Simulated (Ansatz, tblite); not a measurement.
**The cluster In₅P₅: isomers from a random search**

Which shape does the cluster In₅P₅ prefer? Candidates from a tight-binding search are relaxed and compared.

Computed with Ansatz 0.2.0, Gaussian basis. Level: relaxed with PBE-D4/def2-SVP, singlet.

4 further runs of the same task are left out: 4 that didn't finish. Runs told in other sessions of the task aren't counted.

### 1 The system as given

10 atoms, charge 0, spin multiplicity 1.

Atoms are counted from 1 here; the program's logs count them from 0.

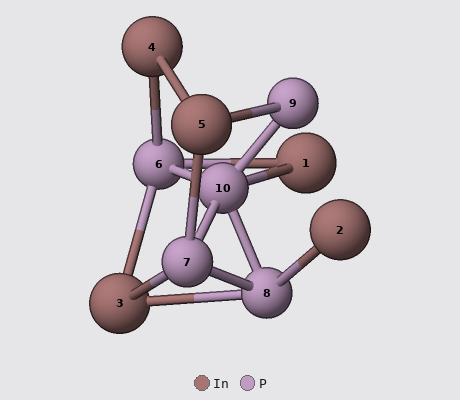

As it starts; indium brown, phosphorus pink; atoms are numbered from 1 in the order of the file.

In takes a core potential in the def2 sets. No spin-orbit coupling is included.

A search from random starts with GFN2-xTB found 21 distinct shapes; 2 go on here. The structure above is candidate A, which lies 0.00 eV above the lowest at that level; B lies 0.45 eV above the lowest at that level.

### 2 Relaxing candidate A

in.yaml

```yaml
crystal:
  periodic: [false, false, false]
  atoms:
    - {symbol: In, position_ang: [-1.673790, 0.490290, 2.383990]}
    - {symbol: In, position_ang: [-2.005150, 0.595110, -2.188390]}
    - {symbol: In, position_ang: [0.834360, -3.043850, 0.629620]}
    - {symbol: In, position_ang: [2.221660, 1.783210, 1.137970]}
    - {symbol: In, position_ang: [1.290110, 1.475060, -2.069040]}
    - {symbol: P, position_ang: [1.012520, -0.523890, 2.009480]}
    - {symbol: P, position_ang: [0.373550, -1.238200, -1.679630]}
    - {symbol: P, position_ang: [-1.515620, -1.523640, -0.408370]}
    - {symbol: P, position_ang: [-0.541060, 2.043050, 0.024660]}
    - {symbol: P, position_ang: [0.003440, -0.057150, 0.159710]}
basis:
  gaussian: {orbitals: def2-SVP}
hamiltonian: {xc: pbe, dispersion: d4}
scf: {lower_state_search: "off"}
output: {orbitals: {seedname: orbitals}}
relax: {f_tol: 0.03, max_steps: 70}
```

Launch:

```console
ansatz run in.yaml --threads 4 --pin off --events-out ev --progress --plain --max-ram 6963MiB
```

Output, shortened:

```text
Functional definition: PBE
  name "PBE"
  cite "Perdew, Burke & Ernzerhof, Phys. Rev. Lett. 77, 3865 (1996) doi:10.1103/PhysRevLett.77.3865"
  parent pbe
[...]
2615 factors; their error is unknown
[...]
mean field -72284.93360106 eV, -2656.4223133510 hartree, gradient 1.2e-6 eV, S^2 0.000000; 0 other end points of the search recorded, 0 dependent functions left out
[...]
reference -72284.93365216 eV, -2656.4223152292 hartree; 90, 90 occupied and 130, 130 virtual orbitals, 2615 factors
relax step   1: F+E_penalty+E_count = -72286.14677952 eV  Δ(F+E_penalty+E_count) = +0.000e0 eV  max|allowed force component| = 4.408e-1 eV/Å  Δτ_max = 0.0000 Å  (25 SCF iters, accepted)
[...]
relax step   4: F+E_penalty+E_count = -72286.36789925 eV  Δ(F+E_penalty+E_count) = -1.929e-2 eV  max|allowed force component| = 2.642e-1 eV/Å  Δτ_max = 0.2000 Å  (23 SCF iters, accepted)
[...]
relax step   7: F+E_penalty+E_count = -72286.41459860 eV  Δ(F+E_penalty+E_count) = -1.572e-2 eV  max|allowed force component| = 1.657e-1 eV/Å  Δτ_max = 0.1755 Å  (22 SCF iters, accepted)
[...]
relax step  10: F+E_penalty+E_count = -72286.44450651 eV  Δ(F+E_penalty+E_count) = -3.057e-3 eV  max|allowed force component| = 4.133e-2 eV/Å  Δτ_max = 0.0336 Å  (22 SCF iters, accepted)
[...]
relax step  11: F+E_penalty+E_count = -72286.44617011 eV  Δ(F+E_penalty+E_count) = -1.664e-3 eV  max|allowed force component| = 3.690e-2 eV/Å  Δτ_max = 0.0686 Å  (23 SCF iters, accepted)
[...]
relax step  12: F+E_penalty+E_count = -72286.44632810 eV  Δ(F+E_penalty+E_count) = -1.580e-4 eV  max|allowed force component| = 2.481e-2 eV/Å  Δτ_max = 0.0170 Å  (23 SCF iters, accepted)
Total energy: -72286.44638063 eV, -2656.4779069750 hartree
Atom 0 at    -1.298758     1.382057     2.852183 Å, force    -0.006187     0.001471     0.017854 eV/Å
Atom 1 at    -1.961976     0.386573    -2.463155 Å, force     0.012209     0.000375     0.003678 eV/Å
Atom 2 at     1.044061    -3.172580     0.566176 Å, force    -0.007360     0.024809    -0.006796 eV/Å
Atom 3 at     2.301835     1.329753     1.071959 Å, force     0.022762     0.008556    -0.007616 eV/Å
Atom 4 at     1.055820     1.837039    -2.092207 Å, force     0.000830    -0.005092    -0.008152 eV/Å
Atom 5 at     0.624786    -0.670981     2.143286 Å, force    -0.016189    -0.006656     0.014273 eV/Å
Atom 6 at     0.623640    -1.050956    -1.659952 Å, force     0.002570    -0.007027    -0.002927 eV/Å
Atom 7 at    -1.348809    -1.781056    -0.724077 Å, force    -0.013868    -0.018875    -0.004735 eV/Å
Atom 8 at    -0.775334     1.914168     0.064222 Å, force    -0.015598     0.006186     0.010652 eV/Å
Atom 9 at    -0.265244    -0.174026     0.241566 Å, force     0.020832    -0.003747    -0.016230 eV/Å
Dipole moment:     0.172531     0.152075     0.081638 e Å
Checks for a lower state left out: stability, starts, cluster_reference, orbital_swaps, neighbouring_geometries, increment
```

Wall time 61 s (4 threads of Arm Neoverse V2, shared host).

The steps of the relaxation:

```tsv
step	energy from step 1 (eV)	largest force component (eV/Å)
1	0.0000	0.4408
2	-0.1461	0.1940
3	-0.2018	0.1199
4	-0.2211	0.2642
5	-0.2360	0.1549
6	-0.2521	0.1440
7	-0.2678	0.1657
8	-0.2821	0.1190
9	-0.2947	0.0535
10	-0.2977	0.0413
11	-0.2994	0.0369
12	-0.2995	0.0248
```

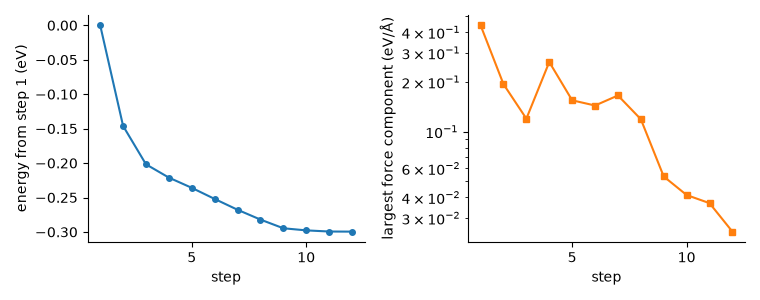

Energy and largest force along the relaxation.

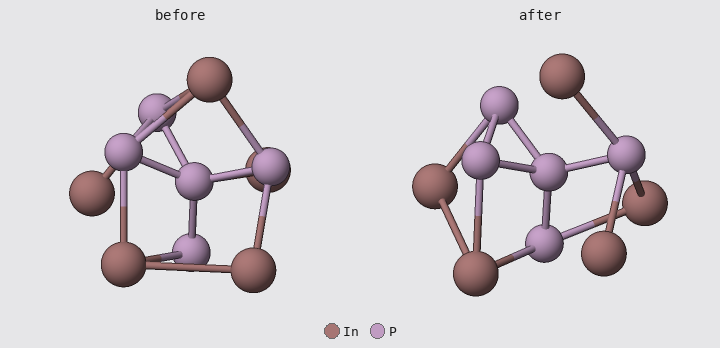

The geometry before (left) and after (right).

Distances of close pairs at the start and the end, largest changes first:

```tsv
bond	before (Å)	after (Å)	change (Å)
In1–P10	2.839	3.210	+0.371
In5–P10	2.995	3.352	+0.357
In4–P9	2.990	3.290	+0.300
In2–P9	3.023	3.183	+0.160
In1–P9	3.043	2.886	-0.157
In3–P7	2.967	3.104	+0.136
In3–P6	2.879	2.987	+0.108
In4–P6	2.747	2.822	+0.075
```

Contacts that opened: In1–P10 2.84 to 3.21 Å.

### 3 Relaxing candidate B

in.yaml

```yaml
crystal:
  periodic: [false, false, false]
  atoms:
    - {symbol: In, position_ang: [-3.109670, -2.238930, 0.596580]}
    - {symbol: In, position_ang: [1.969210, -1.967790, 0.595420]}
    - {symbol: In, position_ang: [-2.103630, 0.964030, -0.157510]}
    - {symbol: In, position_ang: [0.418920, 3.298970, 0.769320]}
    - {symbol: In, position_ang: [1.250040, -0.547700, -2.683270]}
    - {symbol: P, position_ang: [0.910150, 0.490290, 1.710260]}
    - {symbol: P, position_ang: [1.822940, 1.069540, -0.184830]}
    - {symbol: P, position_ang: [-0.652100, -1.003350, 1.439900]}
    - {symbol: P, position_ang: [0.201860, 1.701280, -1.509870]}
    - {symbol: P, position_ang: [-0.707710, -1.766340, -0.575980]}
basis:
  gaussian: {orbitals: def2-SVP}
hamiltonian: {xc: pbe, dispersion: d4}
scf: {lower_state_search: "off"}
output: {orbitals: {seedname: orbitals}}
relax: {f_tol: 0.03, max_steps: 70}
```

Same command.

Output, shortened:

```text
Functional definition: PBE
  name "PBE"
  cite "Perdew, Burke & Ernzerhof, Phys. Rev. Lett. 77, 3865 (1996) doi:10.1103/PhysRevLett.77.3865"
  parent pbe
[...]
2615 factors; their error is unknown
[...]
mean field -72285.37626823 eV, -2656.4385810697 hartree, gradient 4.4e-6 eV, S^2 0.000000; 0 other end points of the search recorded, 0 dependent functions left out
[...]
reference -72285.37631967 eV, -2656.4385829601 hartree; 90, 90 occupied and 130, 130 virtual orbitals, 2615 factors
relax step   1: F+E_penalty+E_count = -72286.56616147 eV  Δ(F+E_penalty+E_count) = +0.000e0 eV  max|allowed force component| = 7.496e-1 eV/Å  Δτ_max = 0.0000 Å  (25 SCF iters, accepted)
[...]
relax step   4: F+E_penalty+E_count = -72286.77263662 eV  Δ(F+E_penalty+E_count) = -1.454e-2 eV  max|allowed force component| = 1.059e-1 eV/Å  Δτ_max = 0.0701 Å  (24 SCF iters, accepted)
[...]
Atom 1 at     1.921582    -2.285441     0.792006 Å, force    -0.005522     0.003936     0.002071 eV/Å
Atom 2 at    -2.225536     0.789820    -0.550386 Å, force    -0.008771    -0.001056    -0.003935 eV/Å
Atom 3 at     0.208898     3.212688     1.002290 Å, force     0.008882     0.001854     0.006871 eV/Å
Atom 4 at     1.027467    -0.580600    -2.751108 Å, force     0.001196    -0.000213    -0.003399 eV/Å
Atom 5 at     1.228412     0.466371     1.716490 Å, force     0.002083     0.003463    -0.009982 eV/Å
Atom 6 at     1.908513     1.135638    -0.274597 Å, force    -0.004943     0.009289     0.003091 eV/Å
Atom 7 at    -0.590036    -0.746478     1.443294 Å, force     0.005016    -0.006925     0.001060 eV/Å
Atom 8 at     0.140595     1.743742    -1.418426 Å, force     0.007011    -0.004987    -0.000931 eV/Å
Atom 9 at    -0.528281    -1.609451    -0.565584 Å, force    -0.003493    -0.002312     0.008489 eV/Å
Dipole moment:    -0.327220    -0.339947     0.014289 e Å
Checks for a lower state left out: stability, starts, cluster_reference, orbital_swaps, neighbouring_geometries, increment
```

It took 65 s on 4 threads of Arm Neoverse V2, shared host.

The steps of the relaxation: (the energy doesn't fall at every step)

```tsv
step	energy from step 1 (eV)	largest force component (eV/Å)
1	0.0000	0.7496
2	-0.1623	0.1992
3	-0.1919	0.1088
4	-0.2065	0.1059
5	-0.2167	0.0984
6	-0.2247	0.0888
7	-0.1759	0.5513
8	-0.2346	0.0769
9	-0.2386	0.0775
10	-0.2399	0.0651
11	-0.2393	0.0681
12	-0.2413	0.0326
13	-0.2418	0.0100
```

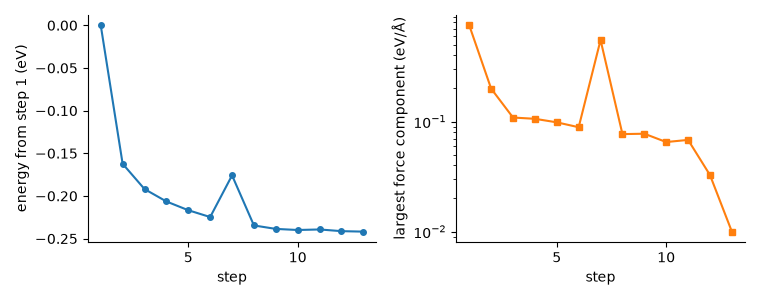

Energy and force, step by step.

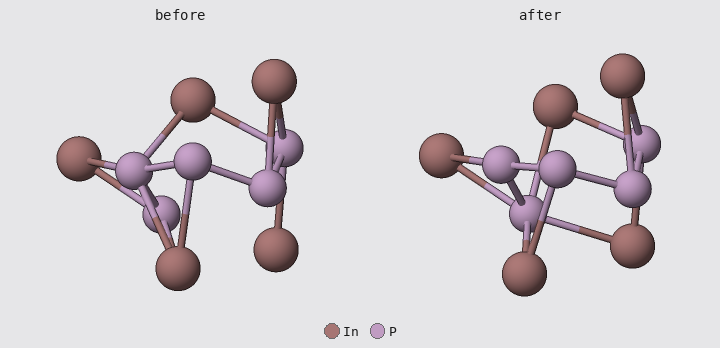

The geometry before (left) and after (right).

Close pairs (by a distance rule), those that changed most:

```tsv
bond	before (Å)	after (Å)	change (Å)
In5–P10	3.124	2.873	-0.251
In4–P7	2.802	2.972	+0.170
In3–P10	3.095	2.939	-0.156
In1–P10	2.714	2.865	+0.151
In5–P7	3.031	3.139	+0.108
In1–P8	2.877	2.977	+0.100
In2–P8	2.918	3.017	+0.099
In2–P6	2.899	2.985	+0.085
```

### 4 The relaxed candidates

```tsv
candidate	point group	bonds (count, mean Å)	energy above the lowest (kJ/mol)
A	C1	In–P 7, 2.89; P–P 5, 2.21; In–In 1, 3.37	34.9
B	C1	In–P 10, 2.88; P–P 4, 2.20	0.0
```

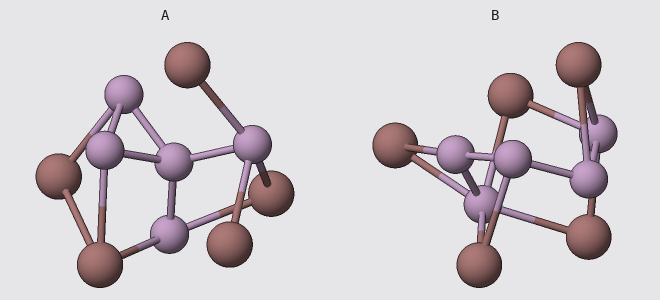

The candidates after relaxation.

### 5 Candidate A, GFN1-xTB

Tight binding, by tblite at 300 K electronic temperature and without a spin-polarisation term:

```python
tblite.interface.Calculator('GFN1-xTB', numbers, positions, charge=0, uhf=0).singlepoint()
```

Energy -572.0960 eV, HOMO -7.30 eV, LUMO -5.69 eV; 0.02 s.

### 6 Candidate A, GFN2-xTB

Tight binding, by tblite at 300 K electronic temperature and without a spin-polarisation term:

```python
tblite.interface.Calculator('GFN2-xTB', numbers, positions, charge=0, uhf=0).singlepoint()
```

Energy -516.0281 eV, HOMO -8.27 eV, LUMO -6.42 eV; 0.019 s.

### 7 Candidate A, PBE0-D4/def2-TZVP

start.molden holds the orbitals of an earlier run on this state, given as this run's starting guess.

in.yaml

```yaml
crystal:
  periodic: [false, false, false]
  atoms:
    - {symbol: In, position_ang: [-1.298758, 1.382057, 2.852183]}
    - {symbol: In, position_ang: [-1.961976, 0.386573, -2.463155]}
    - {symbol: In, position_ang: [1.044061, -3.172580, 0.566176]}
    - {symbol: In, position_ang: [2.301835, 1.329753, 1.071959]}
    - {symbol: In, position_ang: [1.055820, 1.837039, -2.092207]}
    - {symbol: P, position_ang: [0.624786, -0.670981, 2.143286]}
    - {symbol: P, position_ang: [0.623640, -1.050956, -1.659952]}
    - {symbol: P, position_ang: [-1.348809, -1.781056, -0.724077]}
    - {symbol: P, position_ang: [-0.775334, 1.914168, 0.064222]}
    - {symbol: P, position_ang: [-0.265244, -0.174026, 0.241566]}
basis:
  gaussian: {orbitals: def2-TZVP, initial_orbitals: start.molden}
hamiltonian: {xc: pbe0, dispersion: d4}
scf: {omitted_lower_state_checks: [starts]}
output: {orbitals: {seedname: orbitals}}
```

Launched as before.

Output, shortened:

```text
Functional definition: PBE0
  name "PBE0"
  cite "Adamo & Barone, J. Chem. Phys. 110, 6158 (1999) doi:10.1063/1.478522"
  cite "Perdew, Burke & Ernzerhof, Phys. Rev. Lett. 77, 3865 (1996) doi:10.1103/PhysRevLett.77.3865"
  parent pbe
[...]
3815 factors; their error is unknown
the host lacks memory for fits, so the integrals are decomposed
3535 factors; integrals over basis functions are off by at most 8.5e-4 eV
[...]
mean field -72304.62211304 eV, -2657.1458528211 hartree, gradient 3.3e-5 eV, S^2 0.000000; 0 other end points of the search recorded, 0 dependent functions left out
reference -72304.62216213 eV, -2657.1458546251 hartree; 90, 90 occupied and 345, 345 virtual orbitals, 3535 factors
Total energy: -72305.71173018 eV, -2657.1858955126 hartree
Checks for a lower state left out: starts
```

It took 58 s on 4 threads of Arm Neoverse V2, shared host; peak memory 3.7 GiB.

From the report: HOMO -5.18 eV, LUMO -2.50 eV.

### 8 Candidate A, PBE-D4/def2-TZVP

in.yaml: that of step 7 with these lines changed.

```diff
@@ -15,4 +15,4 @@
   gaussian: {orbitals: def2-TZVP, initial_orbitals: start.molden}
-hamiltonian: {xc: pbe0, dispersion: d4}
+hamiltonian: {xc: pbe, dispersion: d4}
 scf: {omitted_lower_state_checks: [starts]}
-output: {orbitals: {seedname: orbitals}}
+output: {forces: true, orbitals: {seedname: orbitals}}
```

Launched as before.

Output, shortened:

```text
Functional definition: PBE
  name "PBE"
  cite "Perdew, Burke & Ernzerhof, Phys. Rev. Lett. 77, 3865 (1996) doi:10.1103/PhysRevLett.77.3865"
  parent pbe
[...]
3290 factors; their error is unknown
[...]
mean field -72302.00623456 eV, -2657.0497210602 hartree, gradient 1.2e-5 eV, S^2 0.000000; 0 other end points of the search recorded, 0 dependent functions left out
[...]
reference -72302.00629982 eV, -2657.0497234583 hartree; 90, 90 occupied and 345, 345 virtual orbitals, 3290 factors
Total energy: -72303.24184854 eV, -2657.0951290361 hartree
Atom 0 at    -1.298758     1.382057     2.852183 Å, force     0.075165    -0.058454    -0.110074 eV/Å
Atom 1 at    -1.961976     0.386573    -2.463155 Å, force     0.124546    -0.063775     0.132983 eV/Å
Atom 2 at     1.044061    -3.172580     0.566176 Å, force    -0.065462     0.160500    -0.019874 eV/Å
Atom 3 at     2.301835     1.329753     1.071959 Å, force    -0.090047    -0.078295    -0.007537 eV/Å
Atom 4 at     1.055820     1.837039    -2.092207 Å, force    -0.080162    -0.086064     0.088485 eV/Å
Atom 5 at     0.624786    -0.670981     2.143286 Å, force    -0.120933     0.121804    -0.244901 eV/Å
Atom 6 at     0.623640    -1.050956    -1.659952 Å, force    -0.318080     0.053422     0.244086 eV/Å
Atom 7 at    -1.348809    -1.781056    -0.724077 Å, force     0.349638     0.280275    -0.021598 eV/Å
Atom 8 at    -0.775334     1.914168     0.064222 Å, force     0.093895    -0.281124     0.021670 eV/Å
Atom 9 at    -0.265244    -0.174026     0.241566 Å, force     0.031440    -0.048289    -0.083241 eV/Å
Dipole moment:     0.177876     0.140821     0.078448 e Å
Checks for a lower state left out: starts
```

Wall time 19 s (4 threads of Arm Neoverse V2, shared host); peak memory 1.7 GiB.

HOMO -4.49 eV, LUMO -3.02 eV.

### 9 Candidate A, r2SCAN-D4/def2-TZVP

in.yaml: that of step 8 with these lines changed.

```diff
@@ -15,4 +15,4 @@
   gaussian: {orbitals: def2-TZVP, initial_orbitals: start.molden}
-hamiltonian: {xc: pbe, dispersion: d4}
+hamiltonian: {xc: r2scan, dispersion: d4}
 scf: {omitted_lower_state_checks: [starts]}
-output: {forces: true, orbitals: {seedname: orbitals}}
+output: {orbitals: {seedname: orbitals}}
```

Same command.

Output:

```text
Functional definition: r2SCAN
  name "r2SCAN"
  cite "Furness, Kaplan, Ning, Perdew & Sun, J. Phys. Chem. Lett. 11, 8208 (2020) doi:10.1021/acs.jpclett.0c02405"
  cite "Furness, Kaplan, Ning, Perdew & Sun, J. Phys. Chem. Lett. 11, 9248 (2020) doi:10.1021/acs.jpclett.0c03077"
  parent r2scan
  parameter k0 = 0.174
  parameter k1 = 0.065
  parameter a1 = 4.9479
  exchange = r2scan_x(k0 = k0, k1 = k1, a1 = a1)
  correlation = r2scan_c
these checks for a lower state are left out or cut short: starts
3290 factors; their error is unknown
mean field evaluation 1: about -72328.2029 eV, gradient 1.2e1 eV
mean field evaluation 2: about -72328.3424 eV, gradient 2.1e-1 eV
mean field evaluation 4: about -72328.3297 eV, gradient 1.1e-3 eV
mean field -72328.32968176 eV, -2658.0170899020 hartree, gradient 2.4e-5 eV, S^2 0.000000; 0 other end points of the search recorded, 0 dependent functions left out
reference -72328.32970377 eV, -2658.0170907107 hartree; 90, 90 occupied and 345, 345 virtual orbitals, 3290 factors
Total energy: -72328.58766206 eV, -2658.0265705031 hartree
Checks for a lower state left out: starts
```

Wall time 39 s (4 threads of Arm Neoverse V2, shared host); peak memory 1.8 GiB.

From the report: HOMO -4.69 eV, LUMO -3.01 eV.

### 10 A against B

The energies of B at these levels come from its own runs, whose logs aren't repeated here.

```tsv
level	A above B (kJ/mol)	time
GFN1-xTB	+37.5	0.042 s
GFN2-xTB	-36.8	0.041 s
PBE-D4/def2-TZVP	+27.9	39 s
r2SCAN-D4/def2-TZVP	+26.3	80 s
PBE0-D4/def2-TZVP	+14.6	1.9 min
```

Times add the two runs; a level without a time comes out of a correlated run.

### 11 What came out

```
                                                         quantity                  value
A above B, range of the levels free of doubt, tight binding aside  +14.6 to +27.9 kJ/mol
                                          levels that put A lower               GFN2-xTB
```

**Reading.** The levels disagree on A and B: 1 of 5 put A lower. A random search of this size may have missed the true lowest shape. Only singlets are compared; another spin may lie lower and prefer another shape.
